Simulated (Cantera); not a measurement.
A closed system holds: 1 mol CH₂F₂, 0.51 mol F₂, at 18.0 mbar.

Method: chemical equilibrium by Gibbs-energy minimisation in Cantera with the NASA 1993 tables (ideal gas, pure condensed phases). Candidate condensed phases: C, C₆H₆, C₇H₈, C₈H₁₈; 110 gas species. Ions and electrons are included (thermal ionisation). Rates play no part.

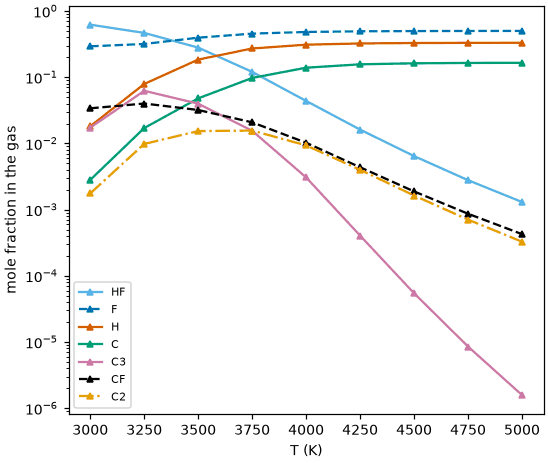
*Equilibrium gas composition (values under 1e-9 drawn at 1e-9)*

At 3000 K the condensed part is C(graphite). From 3250 K to 5000 K nothing is condensed. The main C-bearing gas is C₃ at 3000 K and C at 5000 K.
